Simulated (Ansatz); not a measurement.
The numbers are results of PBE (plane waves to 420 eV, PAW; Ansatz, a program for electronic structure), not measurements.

Host crystal: anatase TiO2, with a band gap (PBE, scalar-relativistic without spin-orbit coupling).

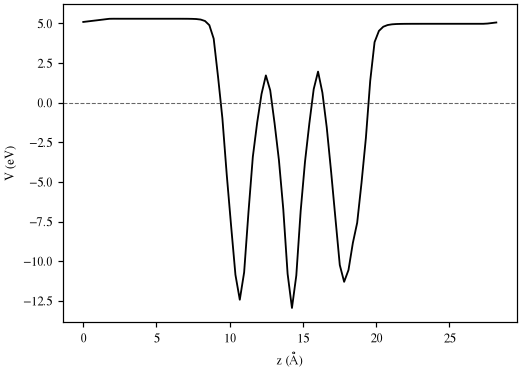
Figure. Plane-averaged electrostatic potential energy along the normal, in eV from the highest filled level, for Ni on the 1x1 (101) surface of anatase TiO2 (cut with top plane O), one in a 2x1 cell, started at the site 'bridge O-O-O (span 3.8 Å)'

Set-up: 37 atoms, 9.4 Å thick at the start under the adsorbate (thin: gaps and levels are the slab's own); mesh 3x4x1; 0.01 eV smearing; dipole correction on; 14 atoms held, the rest relaxed; no symmetry held; spin-polarised, no spin-orbit, no U, no dispersion correction. The starting moment vanished. At the end it is bonded to 2 O + 4 Ti. In PBE it is, or lies within 0.03 eV of, the lowest of the starts that converged.

The vacuum level lies 4.98 eV above the highest filled level over the top face and 5.30 eV above it under the bottom face.
